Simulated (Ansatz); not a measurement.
**CHFGaN: shift of H5 from Ga3 to C2**

Wanted: the energy profile along the shift of H5 from Ga3 to C2, from relaxed end points and a band of images. SMILES of the start: N#[C][GaH][F].

Program: Ansatz 0.2.0. Level of theory: UKS B3LYP-D4/def2-SVP. These are calculated values, not measurements.

### 1 The system as given

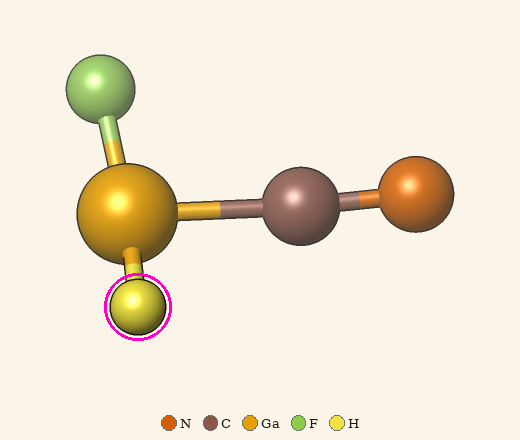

The starting structure, seen from a chosen angle (nitrogen orange, carbon brown, gallium amber, fluorine green, hydrogen yellow). Ringed: H5.

As a file:

```xyz
5

N     1.1249   -1.4303    1.0850
C     0.4865   -0.5595    0.5169
Ga   -0.5069    0.6709   -0.4060
F    -1.4887   -0.2519   -0.9519
H     0.4341    1.4971   -0.2854
```

### 2 Relaxing end A

Input file input.yaml:

```yaml
crystal:
  periodic: [false, false, false]
  atoms:
    - { symbol: "N", position_ang: [1.1249, -1.4303, 1.085] }
    - { symbol: C, position_ang: [0.4865, -0.5595, 0.5169] }
    - { symbol: Ga, position_ang: [-0.5069, 0.6709, -0.406] }
    - { symbol: F, position_ang: [-1.4887, -0.2519, -0.9519] }
    - { symbol: H, position_ang: [0.4341, 1.4971, -0.2854] }
magnetization:
  spin_polarized: true
basis:
  gaussian: { orbitals: def2-SVP }
hamiltonian:
  xc: b3lyp
  dispersion: d4
relax:
  f_tol: 0.02
  max_steps: 50
```

Run with:

```bash
ansatz run input.yaml --threads 2 --pin off --max-ram 3072MiB --backend cpu --events-out ev --progress --plain --runs-dir out
```

Log (excerpt; [...] marks lines left out):

```text
Warning: RAYON_NUM_THREADS=2 ignored (pool sized by the plan → 2); use --threads N
[...]
Functional definition: B3LYP
[...]
856 factors; integrals over basis functions are off by at most 2.6e-4 eV
[...]
mean field -57624.27893562 eV, -2117.6531917448 hartree, gradient 3.0e-5 eV, S^2 0.000000; 0 other end points of the search recorded, 0 dependent functions left out
[...]
reference -57624.27915269 eV, -2117.6531997222 hartree; 27, 27 occupied and 52, 52 virtual orbitals, 856 factors
relax step   1: F+E_penalty+E_count = -57624.43549365 eV  Δ(F+E_penalty+E_count) = +0.000e0 eV  max|allowed force component| = 1.382e1 eV/Å  Δτ_max = 0.0000 Å  (31 SCF iters, accepted)
[...]
mean field -57629.00265876 eV, -2117.8267853684 hartree, gradient 2.6e-5 eV, S^2 0.000000; 1 other end points of the search recorded, 0 dependent functions left out
[...]
reference -57629.00288010 eV, -2117.8267935024 hartree; 27, 27 occupied and 52, 52 virtual orbitals, 856 factors
Total energy: -57629.14486370 eV, -2117.8320113037 hartree
Atom 0 at     1.214012    -1.673668     1.273138 Å, force     0.001619    -0.001494     0.001363 eV/Å
Atom 1 at     0.649632    -0.862390     0.661826 Å, force    -0.002564     0.000455    -0.001549 eV/Å
Atom 2 at    -0.258793     0.522695    -0.346633 Å, force     0.001268    -0.003091     0.001665 eV/Å
Atom 3 at    -1.730358    -0.052914    -1.098033 Å, force    -0.000568    -0.000356    -0.000242 eV/Å
Atom 4 at     0.175408     1.992576    -0.531697 Å, force     0.000246     0.004487    -0.001237 eV/Å
Dipole moment:     0.041500     0.626465    -0.169813 e Å
```

Run time: 21 s. Hardware: 2 threads of Intel Xeon 6975P-C (Granite Rapids), shared host; peak memory 0.25 GiB.

Relaxation path:

| step | energy from step 1 (eV) | largest force component (eV/Å) |
| --- | --- | --- |
| 1 | 0.0000 | 13.8241 |
| 2 | -3.3528 | 5.2544 |
| 3 | -4.4132 | 0.9915 |
| 4 | -4.6843 | 0.3462 |
| 5x | -4.6159 | 2.9129 |
| 6 | -4.6992 | 0.1254 |
| 7 | -4.7089 | 0.0301 |
| 8 | -4.7091 | 0.0218 |
| 9 | -4.7091 | 0.0045 |

Step 1 is the start. 1 step was tried and not accepted (5; marked x where the table lists them).

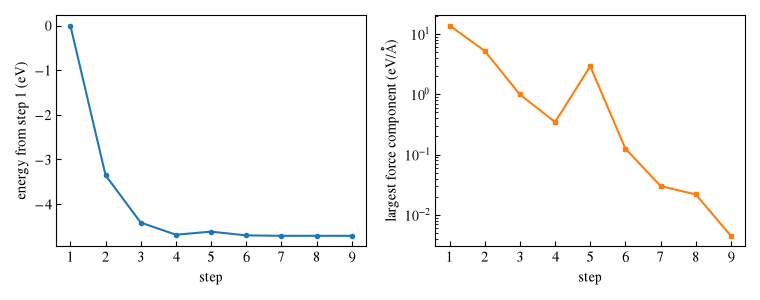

Energy and largest force along the relaxation.

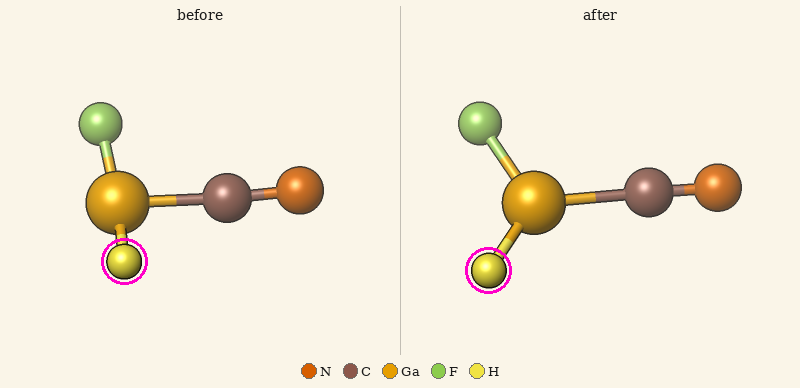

Before and after, at one scale.

After: Bond lengths: N1–C2 1.162 Å, C2–Ga3 1.939 Å, Ga3–F4 1.750 Å, Ga3–H5 1.544 Å. Angles: N1–C2–Ga3 178.6°, C2–Ga3–F4 112.5°, C2–Ga3–H5 127.6°, F4–Ga3–H5 119.9°.

### 3 End point B

The second end starts from a geometry with the move made by hand.

Changes to input.yaml since step 2:

```diff
@@ -7,3 +7,3 @@
     - { symbol: F, position_ang: [-1.4887, -0.2519, -0.9519] }
-    - { symbol: H, position_ang: [0.4341, 1.4971, -0.2854] }
+    - { symbol: H, position_ang: [0.74918, 0.42426, 0.90588] }
 magnetization:
@@ -18 +18,3 @@
   max_steps: 50
+output:
+  orbitals: {}
```

Run with:

```bash
ansatz run input.yaml --threads 2 --pin off --max-ram 3072MiB --backend cpu --events-out ev --progress --plain --runs-dir out
```

Log (excerpt; [...] marks lines left out):

```text
Warning: RAYON_NUM_THREADS=2 ignored (pool sized by the plan → 2); use --threads N
[...]
Functional definition: B3LYP
[...]
859 factors; integrals over basis functions are off by at most 2.4e-4 eV
[...]
mean field -57622.22250037 eV, -2117.5776191433 hartree, gradient 1.5e-5 eV, S^2 0.827405; 6 other end points of the search recorded, 0 dependent functions left out
[...]
relax step  25: F+E_penalty+E_count = -57629.40938294 eV  Δ(F+E_penalty+E_count) = +4.878e-3 eV  max|allowed force component| = 1.722e0 eV/Å  Δτ_max = 0.1975 Å  (37 SCF iters, rejected (line search))
[...]
relax step  32: F+E_penalty+E_count = -57629.44309680 eV  Δ(F+E_penalty+E_count) = +3.857e-3 eV  max|allowed force component| = 5.691e-1 eV/Å  Δτ_max = 0.1952 Å  (33 SCF iters, rejected (line search))
relax step  33: F+E_penalty+E_count = -57629.44922643 eV  Δ(F+E_penalty+E_count) = -2.272e-3 eV  max|allowed force component| = 7.463e-2 eV/Å  Δτ_max = 0.0933 Å  (34 SCF iters, accepted)
```

### 4 More of the same log: end point B relaxed

Output, continued (excerpt; [...] marks lines left out):

```text
relax step  34: F+E_penalty+E_count = -57629.45079808 eV  Δ(F+E_penalty+E_count) = -1.572e-3 eV  max|allowed force component| = 5.022e-2 eV/Å  Δτ_max = 0.0625 Å  (35 SCF iters, accepted)
[...]
relax step  37: F+E_penalty+E_count = -57629.45259644 eV  Δ(F+E_penalty+E_count) = -5.871e-4 eV  max|allowed force component| = 1.381e-1 eV/Å  Δτ_max = 0.0732 Å  (34 SCF iters, accepted)
[...]
Atom 1 at     1.125453    -0.820322     1.174146 Å, force    -0.009296     0.005238    -0.008337 eV/Å
Atom 2 at    -2.127439     1.001721    -1.800814 Å, force     0.010940    -0.005950     0.012099 eV/Å
Atom 3 at    -0.930502     0.339165    -0.609715 Å, force    -0.011324     0.006109    -0.013123 eV/Å
Atom 4 at     0.363170    -0.389467     0.524190 Å, force     0.002470    -0.001357     0.002670 eV/Å
Dipole moment:    -0.889885     0.498727    -0.810617 e Å
```

Wall time 1.8 min (2 threads of Intel Xeon 6975P-C (Granite Rapids), shared host); peak memory 0.29 GiB.

Step by step, one in 2:

| step | energy from step 1 (eV) | largest force component (eV/Å) |
| --- | --- | --- |
| 1 | 0.0000 | 14.6346 |
| 3 | -4.8078 | 4.4887 |
| 5 | -6.1635 | 2.0245 |
| 7 | -6.6827 | 1.2499 |
| 9 | -6.7650 | 0.2596 |
| 11 | -6.8394 | 0.7363 |
| 13 | -6.9327 | 0.3550 |
| 15 | -6.9839 | 0.4605 |
| 17x | -6.9799 | 0.5539 |
| 19 | -6.9891 | 0.2887 |
| 21 | -6.9947 | 0.9017 |
| 23 | -7.0361 | 0.5338 |
| 25x | -7.0351 | 1.7220 |
| 27 | -7.0547 | 0.5150 |
| 29 | -7.0652 | 0.4560 |
| 31 | -7.0727 | 0.0423 |
| 33 | -7.0750 | 0.0746 |
| 35x | -7.0730 | 0.4026 |
| 37 | -7.0783 | 0.1381 |
| 39 | -7.0795 | 0.0073 |
| 41 | -7.0799 | 0.0620 |
| 43 | -7.0801 | 0.0157 |
| 45 | -7.0804 | 0.0262 |
| 47x | -7.0801 | 0.0224 |
| 48 | -7.0805 | 0.0131 |

Step 1 is the start. 7 steps were tried and not accepted (17, 25, 32, 35, 40, 42, 47; marked x where the table lists them).

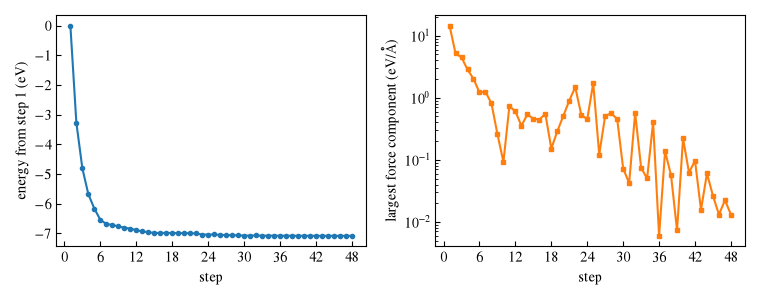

How energy and force went from step to step.

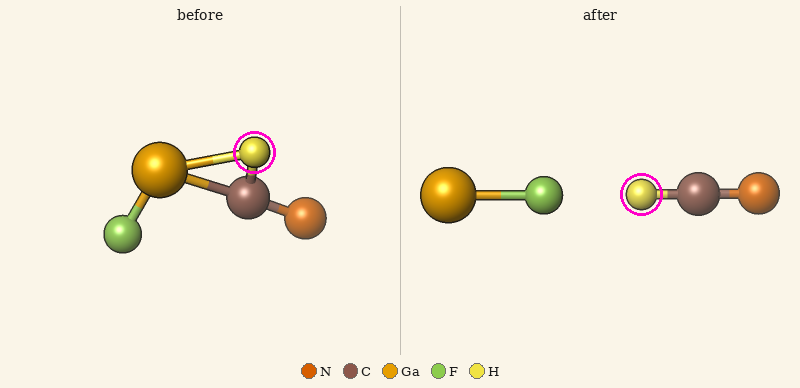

Before and after, at one scale.

After: Bond lengths: N1–C2 1.156 Å, Ga3–F4 1.814 Å, C2–H5 1.090 Å. Angles: N1–C2–H5 179.9°.

Pairs that crossed the distance rule for bonds on the way: moved apart C2–Ga3, Ga3–H5.

### 5 The band

crystal.atoms is end A as relaxed above, and neb.final_atoms is end B, turned to lie on A. With 7 inner images the band has 9 in all. The start path is listed, through a guess of the saddle.

Input file input.yaml:

```yaml
crystal:
  periodic: [false, false, false]
  atoms:
    - { symbol: "N", position_ang: [1.214012, -1.673668, 1.273138] }
    - { symbol: C, position_ang: [0.649632, -0.86239, 0.661826] }
    - { symbol: Ga, position_ang: [-0.258793, 0.522695, -0.346633] }
    - { symbol: F, position_ang: [-1.730358, -0.052914, -1.098033] }
    - { symbol: H, position_ang: [0.175408, 1.992576, -0.531697] }
magnetization:
  spin_polarized: true
basis:
  gaussian: { orbitals: def2-SVP }
hamiltonian:
  xc: b3lyp
  dispersion: d4
neb:
  order_check: false
  images: 7
  f_tol: 0.03
  max_iterations: 60
  final_atoms:
    - { symbol: "N", position_ang: [1.69108575, -1.46322484, 1.50926948] }
    - { symbol: C, position_ang: [0.95792535, -0.85442474, 0.85470927] }
    - { symbol: Ga, position_ang: [-1.9649946, 1.79583334, -1.82562748] }
    - { symbol: F, position_ang: [-0.90128608, 0.72720659, -0.8172047] }
    - { symbol: H, position_ang: [0.26717058, -0.27909135, 0.23745443] }
  initial_path:
    images:
      - { positions_ang: [[1.214012, -1.673668, 1.273138], [0.649632, -0.86239, 0.661826], [-0.258793, 0.522695, -0.346633], [-1.730358, -0.052914, -1.098033], [0.175408, 1.992576, -0.531697]] }
      - { positions_ang: [[1.19362647, -1.54770139, 1.21759062], [0.60445523, -0.73949559, 0.59904625], [-0.33597329, 0.5779636, -0.41175498], [-1.69595002, -0.0957681, -1.06377149], [0.28374261, 1.73130048, -0.3825094]] }
      - { positions_ang: [[1.17324095, -1.42173478, 1.16204324], [0.55927847, -0.61660118, 0.53626649], [-0.41315358, 0.6332322, -0.47687696], [-1.66154205, -0.1386222, -1.02950998], [0.39207721, 1.47002496, -0.23332179]] }
      - { positions_ang: [[1.15285542, -1.29576816, 1.10649586], [0.5141017, -0.49370677, 0.47348674], [-0.49033388, 0.68850079, -0.54199893], [-1.62713407, -0.1814763, -0.99524848], [0.50041182, 1.20874945, -0.08413419]] }
      - { positions_ang: [[1.1324699, -1.16980155, 1.05094848], [0.46892494, -0.37081236, 0.41070698], [-0.56751417, 0.74376939, -0.60712091], [-1.59272609, -0.2243304, -0.96098697], [0.60874643, 0.94747393, 0.06505342]] }
      - { positions_ang: [[1.27212386, -1.24315738, 1.16552873], [0.59117504, -0.49171546, 0.52170755], [-0.91688428, 1.00678538, -0.91174755], [-1.41986609, 0.01355385, -0.9250414], [0.52335246, 0.64083261, 0.10815367]] }
      - { positions_ang: [[1.41177782, -1.3165132, 1.28010898], [0.71342515, -0.61261855, 0.63270813], [-1.26625438, 1.26980137, -1.21637419], [-1.24700609, 0.25143809, -0.88909583], [0.4379585, 0.33419129, 0.15125392]] }
      - { positions_ang: [[1.55143179, -1.38986902, 1.39468923], [0.83567525, -0.73352164, 0.7437087], [-1.61562449, 1.53281736, -1.52100084], [-1.07414608, 0.48932234, -0.85315027], [0.35256454, 0.02754997, 0.19435418]] }
      - { positions_ang: [[1.69108575, -1.46322484, 1.50926948], [0.95792535, -0.85442474, 0.85470927], [-1.9649946, 1.79583334, -1.82562748], [-0.90128608, 0.72720659, -0.8172047], [0.26717058, -0.27909135, 0.23745443]] }
```

Run with:

```bash
ansatz run input.yaml --threads 2 --pin off --max-ram 3072MiB --backend cpu --events-out ev --progress --plain --runs-dir out
```

Log (excerpt; [...] marks lines left out):

```text
Warning: RAYON_NUM_THREADS=2 ignored (pool sized by the plan → 2); use --threads N
[...]
Functional definition: B3LYP
[...]
857 factors; integrals over basis functions are off by at most 3.1e-4 eV
[...]
mean field -57629.00270543 eV, -2117.8267870836 hartree, gradient 1.6e-5 eV, S^2 0.000000; 0 other end points of the search recorded, 0 dependent functions left out
[...]
NEB iter  11: max|band force component| = 6.037e0 eV/Å  barrier→ = 2.1922 eV  barrier← = 2.5022 eV  Δτ_max = 0.0983 Å  (261 SCF iters)
[...]
NEB iter  16: max|band force component| = 6.260e0 eV/Å  barrier→ = 2.1132 eV  barrier← = 2.4232 eV  Δτ_max = 0.0500 Å  (242 SCF iters)
[...]
NEB iter  19: max|band force component| = 1.667e0 eV/Å  barrier→ = 2.9752 eV  barrier← = 3.2852 eV  CI = image 2  Δτ_max = 0.1796 Å  (247 SCF iters)
NEB iter  20: max|band force component| = 3.478e-1 eV/Å  barrier→ = 2.9273 eV  barrier← = 3.2373 eV  CI = image 2  Δτ_max = 0.1941 Å  (248 SCF iters)
```

### 6 The output, continued: band between the two ends

Output, continued (excerpt; [...] marks lines left out):

```text
NEB iter  21: max|band force component| = 1.310e0 eV/Å  barrier→ = 2.9089 eV  barrier← = 3.2189 eV  CI = image 2  Δτ_max = 0.1006 Å  (243 SCF iters)
[...]
NEB iter  30: max|band force component| = 4.810e-1 eV/Å  barrier→ = 2.8707 eV  barrier← = 3.1807 eV  CI = image 2  Δτ_max = 0.0503 Å  (224 SCF iters)
[...]
Atom 1 at     0.523156    -0.919642     0.609245 Å, force    -0.000016    -0.000011    -0.000019 eV/Å
Atom 2 at    -0.643598     0.701006    -0.652515 Å, force    -0.000039     0.000044    -0.000039 eV/Å
Atom 3 at    -2.106546     0.079117    -1.370400 Å, force    -0.000006    -0.000011     0.000005 eV/Å
Atom 4 at     0.745509     0.663995     0.233452 Å, force     0.000040    -0.000053     0.000037 eV/Å
Dipole moment:    -0.135177     0.540437    -0.261011 e Å
this run last wrote the band of iteration 56 to <dir>
```

Run time: 12 min. Hardware: 2 threads of Intel Xeon 6975P-C (Granite Rapids), shared host; peak memory 0.29 GiB.

### 7 The band, image by image

The 7 inner images lie between the fixed ends 0 and 8. Energy is taken from image 0, and the path length is the program's own coordinate along the band.

| image | path (Å) | energy (eV) | H5–Ga3 (Å) | H5–C2 (Å) | band force (eV/Å) |
| --- | --- | --- | --- | --- | --- |
| 0 | 0.000 | 0.0000 | 1.54 | 3.13 | - |
| 1 | 1.127 | 0.6132 | 1.52 | 2.57 | 0.000 |
| 2* | 2.254 | 2.8707 | 1.65 | 1.64 | 0.000 |
| 3 | 3.930 | 0.0716 | 2.93 | 1.08 | 0.023 |
| 4 | 5.606 | -0.0587 | 4.32 | 1.08 | 0.010 |
| 5 | 7.283 | -0.1565 | 4.95 | 1.08 | 0.012 |
| 6 | 8.960 | -0.2047 | 4.04 | 1.08 | 0.005 |
| 7 | 10.636 | -0.2683 | 3.28 | 1.09 | 0.002 |
| 8 | 12.312 | -0.3100 | 3.68 | 1.09 | - |

The star marks the climbing image.

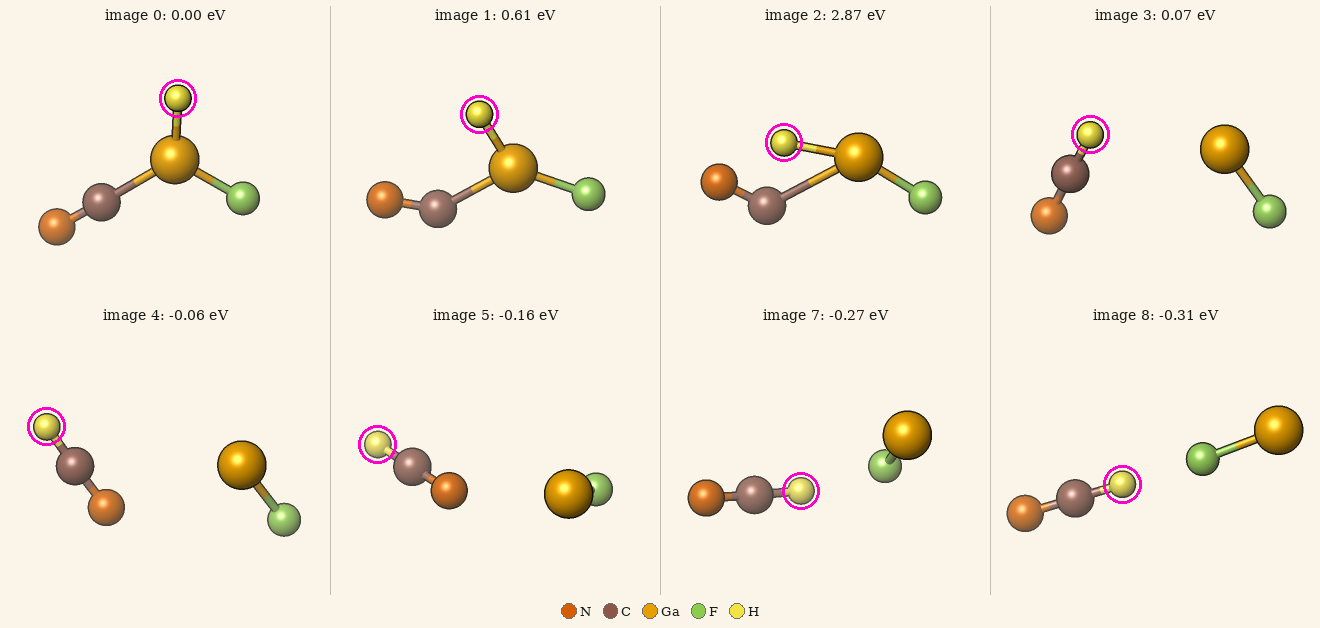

Snapshots along the band, viewed from a chosen angle. Ringed: H5. Sticks join atoms closer than a bonding distance in each image.

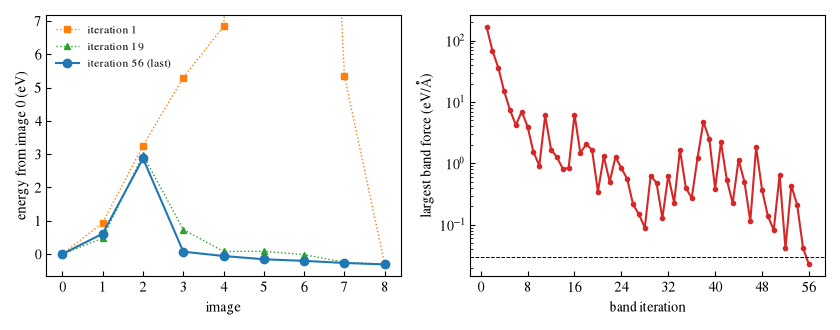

Left: energy of each image for early iterations and the last one (lines only join the points; early values far above the last band run off the scale). Right: the largest band force by iteration, with the threshold dashed.

The top of the band by iteration:

| iteration | highest image above image 0 (eV) | largest band force (eV/Å) |
| --- | --- | --- |
| 1 | 30.0552 | 167.123 |
| 6 | 2.6472 | 4.207 |
| 11 | 2.1922 | 6.037 |
| 16 | 2.1132 | 6.260 |
| 21 | 2.9089 | 1.310 |
| 26 | 2.8737 | 0.215 |
| 31 | 2.8707 | 0.129 |
| 36 | 2.8707 | 0.271 |
| 41 | 2.8707 | 2.214 |
| 46 | 2.8707 | 0.115 |
| 51 | 2.8707 | 0.654 |
| 56 | 2.8707 | 0.023 |

Positions of all images (Å):

```xyz
5
image=0 dE=0.0000
N     1.214   -1.674    1.273
C     0.650   -0.862    0.662
Ga   -0.259    0.523   -0.347
F    -1.730   -0.053   -1.098
H     0.175    1.993   -0.532
5
image=1 dE=0.6132
N     1.463   -1.040    1.233
C     0.486   -0.989    0.600
Ga   -0.471    0.362   -0.431
F    -1.963    0.125   -1.299
H     0.535    1.469   -0.143
5
image=2 dE=2.8707
N     1.531   -0.598    1.139
C     0.523   -0.920    0.609
Ga   -0.644    0.701   -0.653
F    -2.107    0.079   -1.370
H     0.746    0.664    0.233
5
image=3 dE=0.0716
N     1.268   -1.396    1.209
C     1.240   -0.297    0.854
Ga   -1.234    1.055   -1.062
F    -2.429   -0.164   -1.564
H     1.206    0.729    0.522
5
image=4 dE=-0.0587
N     0.581   -0.936    0.541
C     1.316   -0.173    1.002
Ga   -1.248    0.823   -1.429
F    -2.590   -0.347   -1.571
H     1.991    0.560    1.415
5
image=5 dE=-0.1565
N     0.690   -0.382    0.082
C     0.976   -0.250    1.192
Ga   -0.703    0.459   -2.284
F    -2.159    0.227   -1.261
H     1.245   -0.128    2.230
5
image=6 dE=-0.2047
N     1.262   -0.753   -0.132
C     0.758   -0.451    0.863
Ga   -0.754    0.471   -2.083
F    -1.483    0.817   -0.468
H     0.267   -0.157    1.778
5
image=7 dE=-0.2683
N     1.936   -0.896    0.919
C     0.801   -0.738    0.767
Ga   -0.941    1.635   -1.786
F    -1.496    0.466   -0.513
H    -0.250   -0.541    0.571
5
image=8 dE=-0.3100
N     1.691   -1.463    1.509
C     0.958   -0.854    0.855
Ga   -1.965    1.796   -1.826
F    -0.901    0.727   -0.817
H     0.267   -0.279    0.237
```

### 8 Vibrations at the top

The geometry is the highest inner image of the first converged band.

Input file input.yaml:

```yaml
crystal:
  periodic: [false, false, false]
  atoms:
    - { symbol: "N", position_ang: [1.53138, -0.598176, 1.138818] }
    - { symbol: C, position_ang: [0.523156, -0.919642, 0.609245] }
    - { symbol: Ga, position_ang: [-0.643598, 0.701006, -0.652515] }
    - { symbol: F, position_ang: [-2.106546, 0.079117, -1.3704] }
    - { symbol: H, position_ang: [0.745509, 0.663995, 0.233452] }
magnetization:
  spin_polarized: true
basis:
  gaussian: { orbitals: def2-SVP }
hamiltonian:
  xc: b3lyp
  dispersion: d4
phonons: {}
```

Run with:

```bash
ansatz run input.yaml --threads 2 --pin off --max-ram 3072MiB --backend cpu --events-out ev --progress --plain --runs-dir out
```

Log (excerpt; [...] marks lines left out):

```text
Warning: RAYON_NUM_THREADS=2 ignored (pool sized by the plan → 2); use --threads N
[...]
Functional definition: B3LYP
[...]
859 factors; integrals over basis functions are off by at most 2.9e-4 eV
[...]
mean field -57626.13060679 eV, -2117.7212394055 hartree, gradient 4.4e-5 eV, S^2 0.000000; 0 other end points of the search recorded, 0 dependent functions left out
[...]
reference -57626.13081495 eV, -2117.7212470551 hartree; 27, 27 occupied and 52, 52 virtual orbitals, 859 factors
[...]
WARN: phonons: modes at or below zero, which the zero-point energy, F, S and C_V leave out: 1, the lowest at -1016.99 cm⁻¹. A minimum has none, and a first-order saddle one
[...]
Atom 0 at     1.531380    -0.598176     1.138818 Å, force     0.000124     0.000187     0.000032 eV/Å
Atom 1 at     0.523156    -0.919642     0.609245 Å, force    -0.000039    -0.000036    -0.000026 eV/Å
Atom 2 at    -0.643598     0.701006    -0.652515 Å, force    -0.000105    -0.000427     0.000073 eV/Å
Atom 3 at    -2.106546     0.079117    -1.370400 Å, force     0.000001     0.000297    -0.000091 eV/Å
Atom 4 at     0.745509     0.663995     0.233452 Å, force     0.000018    -0.000020     0.000012 eV/Å
Dipole moment:    -0.135177     0.540436    -0.261011 e Å
Vibrations: -1016.99 106.73 111.92 152.77 369.58 509.78 710.27 1449.98 2122.58 cm⁻¹, zero-point energy 0.343040 eV
```

Wall time 37 s (2 threads of Intel Xeon 6975P-C (Granite Rapids), shared host); peak memory 0.24 GiB.

Of 9 modes, 1 is imaginary by more than 30 cm⁻¹ (1017i cm⁻¹).

(Part 1 of 2 ends here.)
